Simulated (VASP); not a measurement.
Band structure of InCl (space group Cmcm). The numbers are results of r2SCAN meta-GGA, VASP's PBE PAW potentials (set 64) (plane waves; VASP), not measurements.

Unless said otherwise, spin-orbit coupling is left out, though it shifts the bands of the heavy elements here.

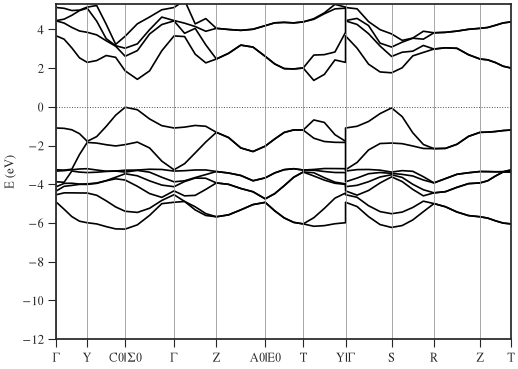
*Bands along high-symmetry lines, zero at the valence-band maximum or, without a gap, the Fermi level*

Problem. Read the plot: is there a gap, and where are the band edges?

Solution. The gap is indirect, 1.33 eV, from the valence maximum at (0.33, 0.17, 0.00) to the conduction minimum at (0.50, 0.50, 0.33).

The structure comes from a computed database's InCl entry (Cmcm); how it stands against other phases isn't given here. It was relaxed first.
